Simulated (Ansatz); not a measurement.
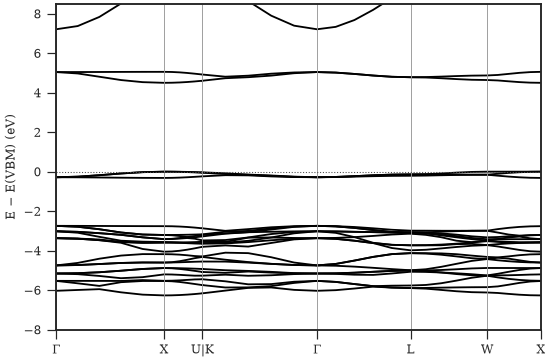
Band structure from the program Ansatz at the HSE06 level (PAW)

### Question
Read off the gap and where the band edges lie.

### Answer
About 4.5 eV (4.50 eV among the points solved); maximum on the W–X line, 80 % of the way from W, minimum at X.

The material is K$_{2}$LiRhF$_{6}$ in space group Fm-3m (No. 225; K on 8c, Li on 4b, Rh on 4a, F on 24e).

The first step of the workflow began from a Materials Project structure, measured or hypothetical; the Crystallography Open Database copy checked does not list it. Its standing as an ambient phase is unchecked. The HSE06 relaxation kept the symmetry of its start; whether a distortion lowers the energy is not shown. The run is not spin-polarised. The hybrid was solved on a coarse mesh, the path and, where they were found, the r²SCAN edge points; its band edges are the extreme levels among these. Spin–orbit coupling is left out wherever it is not named.

Potentials: the later of the program's two PAW sets.
